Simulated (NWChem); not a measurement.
**doublet BCl2F+: levels of theory compared**

Wanted: a comparison of 3 runs (UHF/6-311+G**, USVWN5/6-311+G**, UMP2/6-311+G**) of doublet BCl2F+. 

Program for the calculation: NWChem 7.3.0.

7 further runs of the same task are left out: 3 that didn't finish, 4 set aside as unsound or not needed. Runs told in other sessions of the task aren't counted.

## 1. The system as given

BCl2F+: 4 atoms, total charge +1, spin state doublet. As SMILES of the parent species, `FB(Cl)Cl`. The coordinates come from a PBE0-D4/def2-TZVP relaxation. That shape belongs to the parent species and isn't relaxed for this state.

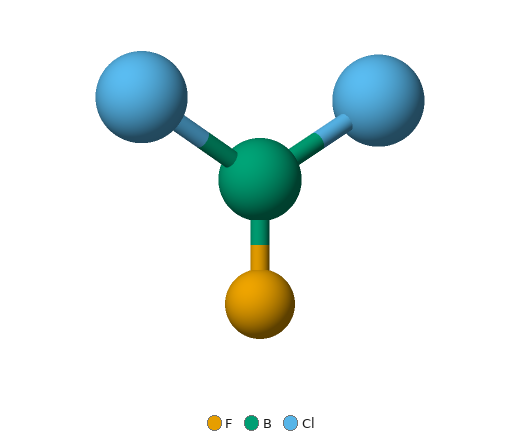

The structure, seen from a chosen angle (fluorine amber, boron teal, chlorine blue).

## 2. The energy at UHF/6-311+G(d,p) (run 1)

File run.py:

```python
from ase import Atoms
from ase.calculators.nwchem import NWChem

atoms = Atoms('FBClCl', positions=[
    [0.114370, -1.165320, -0.781190],
    [0.007910, -0.080610, -0.054040],
    [-1.549540, 0.373780, 0.571420],
    [1.427260, 0.872140, 0.263810],
])

calc = NWChem(
    label='work',
    theory='scf',
    memory='2200 mb',
    basis='6-311+G**',
    basispar='spherical bse',
    charge=1,
    scf={'nopen': '1', 'uhf': None, 'thresh': '1e-08', 'maxiter': '80'},
    task='energy',
)
atoms.calc = calc

e = atoms.get_potential_energy()
print(f"E = {e:.6f} eV")
```

The run is started by

```sh
$ export ASE_NWCHEM_COMMAND="nwchem PREFIX.nwi > PREFIX.nwo"
$ python run.py
```

Output:

```text
E = -28378.288955 eV
```

The calculator wrote work.nwi:

```
title "work"

permanent_dir work

scratch_dir work

start work

geometry units angstrom nocenter noautosym noautoz
  F  1.1437000000000000e-01 -1.1653199999999999e+00 -7.8119000000000005e-01
  B  7.9100000000000004e-03 -8.0610000000000001e-02 -5.4039999999999998e-02
  Cl -1.5495399999999999e+00 3.7378000000000000e-01 5.7142000000000004e-01
  Cl 1.4272600000000000e+00 8.7214000000000003e-01 2.6380999999999999e-01
end

charge 1

memory 2200 mb

basis spherical bse noprint
   * library 6-311+G**
end

scf
  nopen 1
  uhf
  thresh 1e-08
  maxiter 80
end

task scf energy
```

work.nwo:

```text
Northwest Computational Chemistry Package (NWChem) 7.3.0
             --------------------------------------------------------

           Job information
           ---------------

    nwchem branch   = 7.3.0
    use scalapack   = T
    input           = work.nwi
    prefix          = work.
    data base       = work/work.db
    status          = startup
    nproc           =        1

           Memory information
           ------------------

[... 5 lines left out ...]
    hardfail = no
[... 37 lines left out ...]
            Nuclear Dipole moment (a.u.)
[... 84 lines left out ...]
         Quadratically convergent UHF
[... 17 lines left out ...]
       Final UHF  results
[... 5 lines left out ...]
 Nuclear repulsion energy =    181.669085944489
[... 404 lines left out ...]
                     UHF Final Beta Molecular Orbital Analysis
[... 360 lines left out ...]
       Multipole analysis of the density wrt the origin
       ------------------------------------------------

     L   x y z        total         alpha         beta         nuclear
     -   - - -        -----         -----         ----         -------
     0   0 0 0      1.000000    -24.000000    -23.000000     48.000000

     1   1 0 0     -0.097643      0.962033      0.848721     -1.908396
[... 8 lines of this table left out ...]
     2   0 0 2    -23.357542    -34.179039    -32.891554     43.713052

 Task  times  cpu:       64.1s     wall:       64.1s
 Total times  cpu:       64.2s     wall:       64.2s
```

Run time: 66 s. Hardware: 1 thread of Intel Xeon Platinum 8259CL at 2.50GHz (Skylake/Cascade Lake), shared host; peak memory 0.1 GiB.

## 3. A single-point energy at USVWN5/6-311+G(d,p) (run 2)

File mol.xyz:

```xyz
4
BCl2F
F      0.114370    -1.165320    -0.781190
B      0.007910    -0.080610    -0.054040
Cl    -1.549540     0.373780     0.571420
Cl     1.427260     0.872140     0.263810
```

File run.py:

```python
from ase.io import read
from ase.calculators.nwchem import NWChem

atoms = read('mol.xyz')

calc = NWChem(
    label='mol',
    theory='dft',
    memory='2200 mb',
    basis='6-311+G**',
    basispar='spherical bse',
    charge=1,
    dft={'xc': 'slater vwn_5', 'mult': '2', 'grid': 'fine', 'convergence': 'energy 1e-08', 'iterations': '100', 'mulliken': None},
    task='energy',
)
atoms.calc = calc

print(f"energy = {atoms.get_potential_energy():.6f} eV")
```

The run is started by

```sh
$ export ASE_NWCHEM_COMMAND="nwchem PREFIX.nwi > PREFIX.nwo"
$ python run.py
```

Output:

```text
energy = -28327.381868 eV
```

The calculator wrote mol.nwi:

```
title "mol"

permanent_dir mol

scratch_dir mol

start mol

geometry units angstrom nocenter noautosym noautoz
  F  1.1437000000000000e-01 -1.1653199999999999e+00 -7.8119000000000005e-01
  B  7.9100000000000004e-03 -8.0610000000000001e-02 -5.4039999999999998e-02
  Cl -1.5495399999999999e+00 3.7378000000000000e-01 5.7142000000000004e-01
  Cl 1.4272600000000000e+00 8.7214000000000003e-01 2.6380999999999999e-01
end

charge 1

memory 2200 mb

basis spherical bse noprint
   * library 6-311+G**
end

dft
  xc slater vwn_5
  mult 2
  grid fine
  convergence energy 1e-08
  iterations 100
  mulliken
end

task dft energy
```

mol.nwo:

```text
Northwest Computational Chemistry Package (NWChem) 7.3.0
             --------------------------------------------------------

           Job information
           ---------------

    nwchem branch   = 7.3.0
    use scalapack   = T
    input           = mol.nwi
    prefix          = mol.
    data base       = mol/mol.db
    status          = startup
    nproc           =        1

           Memory information
           ------------------

[... 5 lines left out ...]
    hardfail = no
[... 37 lines left out ...]
            Nuclear Dipole moment (a.u.)
[... 72 lines left out ...]
          Convergence on density requested:  1.00D-05
[... 23 lines left out ...]
          Convergence aids based upon iterative change in
[... 31 lines left out ...]
 2-e energy   =     553.786620
[... 52 lines left out ...]
           Coulomb energy =      634.958208071964
[... 740 lines left out ...]
                     DFT Final Beta Molecular Orbital Analysis
[... 838 lines left out ...]
     Multipole analysis of the density
     ---------------------------------

     L   x y z        total         alpha         beta         nuclear
     -   - - -        -----         -----         ----         -------
     0   0 0 0      1.000000    -24.000000    -23.000000     48.000000

     1   1 0 0     -0.086334      0.959495      0.862567     -1.908396
[... 8 lines of this table left out ...]
     2   0 0 2    -22.964780    -34.175567    -32.502265     43.713052

 Task  times  cpu:      157.4s     wall:      157.4s
 Total times  cpu:      157.4s     wall:      157.4s
```

It took 2.7 min on 1 thread of Intel Xeon Platinum 8259CL at 2.50GHz (Skylake/Cascade Lake), shared host; peak memory 0.12 GiB.

## 4. A single-point energy at UMP2/6-311+G(d,p) (run 3)

File bcl2f.nw:

```
start bcl2f
title "BCl2F"
memory total 2200 mb
charge 1
geometry units angstroms noautosym nocenter noautoz
   F        0.114370      -1.165320      -0.781190
   B        0.007910      -0.080610      -0.054040
   Cl      -1.549540       0.373780       0.571420
   Cl       1.427260       0.872140       0.263810
end
basis spherical bse
   F library 6-311+G**
   B library 6-311+G**
   Cl library 6-311+G**
end
scf
   nopen 1
   uhf
   thresh 1e-08
   maxiter 80
end
mp2
   freeze core 12
   tight
end
task mp2 energy
```

The run is started by

```sh
$ nwchem bcl2f.nw > bcl2f.out
```

Output:

```text
[...]
  functions       =   104
[...]
  wavefunction    = UHF
[...]
         Total SCF energy =  -1042.882892089434
      One electron energy =  -1790.997914375297
      Two electron energy =    566.445936341373
 Nuclear repulsion energy =    181.669085944490
                       Sz =      0.5000
                 Sz(Sz+1) =      0.7500
                      S^2 =      0.7841
[...]
          Total MP2 energy         -1043.445380560300
[...]
```

It took 74 s on 1 thread of Intel Xeon Platinum 8259CL at 2.50GHz (Skylake/Cascade Lake), shared host; peak memory 0.29 GiB.

## 5. All runs side by side

| run | level | iteration cap | module | energy (Eh) | HOMO energy (eV) | LUMO energy (eV) | ⟨S²⟩ | wall time |
| --- | --- | --- | --- | --- | --- | --- | --- | --- |
| 1 | UHF/6-311+G** | 80 | scf | -1042.882892 | -18.00 | -10.91 | 0.784 | 66 s |
| 2 | USVWN5/6-311+G** | 100 | dft | -1041.012091 | -15.58 | -15.22 | 0.751 | 2.7 min |
| 3 | UMP2/6-311+G** | 80 | mp2 | -1043.445381 | -18.00 | -10.91 | 0.784 | 74 s |

## 6. Outcome

| quantity | value |
| --- | --- |
| run 3: total energy | -1043.44538 Eh |
| run 3: HOMO energy (Hartree–Fock orbitals) (highest over α and β) | -18.00 eV |
| run 3: LUMO energy (Hartree–Fock orbitals) (lowest over α and β) | -10.91 eV |
| run 3: correlation energy (12 core orbitals frozen) | -562.5 mEh |
| run 3: ⟨S²⟩ of the reference determinant | 0.784 |

All runs together took 5 min, the longest 2.7 min.
